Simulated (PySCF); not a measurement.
C5H10SSi (SMILES CC(=S)C1C[SiH2]C1)

Input file:

```
{"job": {"kind": "nmr", "xc": "PBE0", "basis": "pcSseg-1"}, "charge": 0, "multiplicity": 1}
C     -2.403413    -0.590506     0.294377
C     -1.110487    -0.717715    -0.438709
S     -0.801915    -2.022080    -1.359535
C     -0.122918     0.373089    -0.214559
C      1.040062     0.486874    -1.217866
Si     2.319586     0.555461     0.195236
C      0.687598     0.106574     1.089668
H     -2.970154    -1.517067     0.247829
H     -2.226182    -0.319230     1.335291
H     -2.998602     0.206135    -0.155933
H     -0.656150     1.322896    -0.122735
H      1.107610    -0.411719    -1.829441
H      0.947562     1.335421    -1.891626
H      3.376785    -0.450018     0.220037
H      2.820382     1.890857     0.520828
H      0.356025     0.703820     1.935554
H      0.627213    -0.940761     1.381677
```

Launched as:

```sh
OMP_NUM_THREADS=1 python probes_run.py task.json out
```

Geometry: GFN2-xTB.

All numbers below come from PBE0/pcSseg-1, SCF density, gas phase, non-relativistic in PySCF.

Question: What will maps of the electron density and electron localisation function show?

Answer: C–Si (1.91 Å): ρ at the midpoint is about 0.89 e/Å³; the ELF peaks at about 0.95 between the atoms, as expected for a shared electron pair.
C–H (1.09 Å): ρ is about 2 e/Å³ halfway; the ELF climbs to about 1 towards the hydrogen, as it does in any bond to H: an ordinary covalent bond to hydrogen.
C–C (1.54 Å): the density is about 1.6 e/Å³ at the midpoint; the ELF peaks at about 0.95 between the atoms; localised, covalent bonding.

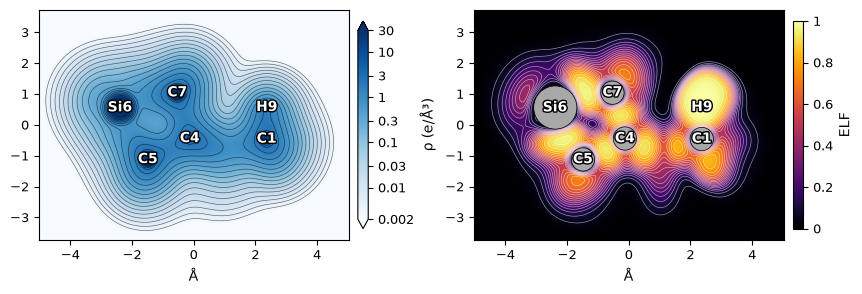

Computed electron density and electron localisation function on the plane of atoms C5, Si6 and C7, in this order. Grey discs cover the atomic cores in the ELF map. 
